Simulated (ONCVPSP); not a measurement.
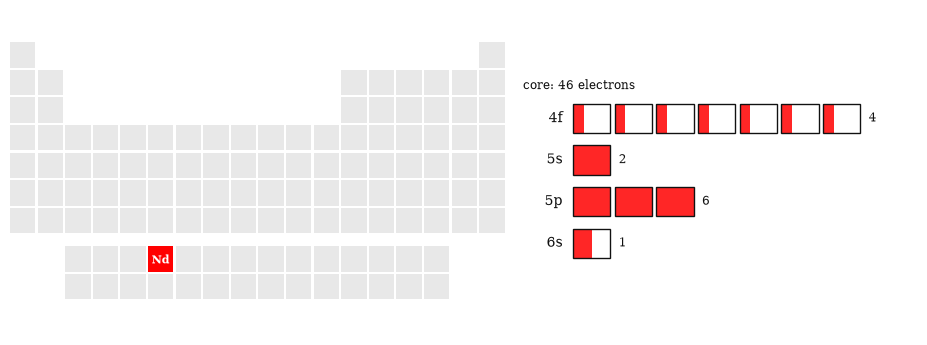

**Figure 1.** Left, the place of neodymium in the periodic table; right, the valence shells of the reference configuration: a box for each of the 2l + 1 orbitals, shaded by the share of the shell that is filled, with the electron count at the right. The shells are those of the unaltered input.

**Nd: pseudopotential generation**

System: neodymium (Nd, Z = 60), core [Kr] 4d10, reference valence 4f4 5s2 5p6 6s1 (an ion of charge +1), valence charge 14. (This line and the method describe the unaltered input from which the odd one was made.)
Method: ONCV potential, PBE, fully relativistic, made with ONCVPSP 4.0.1.

## The input
```
# ATOM AND REFERENCE CONFIGURATION
# atsym  z   nc   nv     iexc    psfile
  Nd 60.00    9    4        4      upf
#
#   n    l    f
    1    0    2.00
    2    0    2.00
    2    1    6.00
    3    0    2.00
    3    1    6.00
    3    2   10.00
    4    0    2.00
    4    1    6.00
    4    2   10.00
    4    3    4.00
    5    0    2.00
    5    1    6.00
    6    0    1.00
#
# PSEUDOPOTENTIAL AND OPTIMIZATION
# lmax
    3
#
#   l,   rc,      ep,       ncon, nbas, qcut
    0    7.00    0.00    4    7    5.40
    1    1.85    0.00    4    8    5.20
    2    2.70    0.39    5    8    3.80
    3    1.70    0.00    3    8   11.00
#
# LOCAL POTENTIAL
# lloc, lpopt,  rc(5),   dvloc0
    4    4    1.20    1.00
#
# VANDERBILT-KLEINMAN-BYLANDER PROJECTORs
# l, nproj, debl
    0    2    2.50
    1    2    4.00
    2    2    2.70
    3    2    1.80
#
# MODEL CORE CHARGE
# icmod, fcfact, rcfact
    3    3.00    1.00
#
# LOG DERIVATIVE ANALYSIS
# epsh1, epsh2, depsh
   -3.00    5.00    0.02
#
# OUTPUT GRID
# rlmax, drl
    6.00    0.01
#
# TEST CONFIGURATIONS
# ncnf
    4
# nvcnf
#   n    l    f
    4
    4    3    4.00
    5    0    2.00
    5    1    6.00
    6    0    2.00
#
    4
    4    3    4.00
    5    0    2.00
    5    1    6.00
    6    0    0.00
#
    4
    4    3    3.00
    5    0    2.00
    5    1    6.00
    6    0    0.00
#
    4
    4    3    4.00
    5    0    2.00
    5    1    5.00
    6    0    2.00
#
```

Command:
```bash
oncvpspr.x < Nd.dat > Nd.out
```

## The program's output (extracts)
```
ONCVPSP  (Optimized Norm-Conservinng Vanderbilt PSeudopotential)
relativistic version 4.0.1

ONCVPSP  (Optimized Norm-Conservinng Vanderbilt PSeudopotential)
relativistic version 4.0.1 03/01/2019

While it is not required under the terms of the GNU GPL, it is
suggested that you cite D. R. Hamann, Phys. Rev. B 88, 085117 (2013)
in any publication utilizing these pseudopotentials.

test_data: must have rlmax>rcmax
ERROR: test_data found   1 ERROR; stopping
```

## What the run reported

- outcome: refused by the program
- hardware: 1 CPU thread, shared host

## Diagnosis

The input is odd on purpose: rc of l = 0 set to 7.00 bohr. The generator stopped with the message “test_data: must have rlmax>rcmax”.
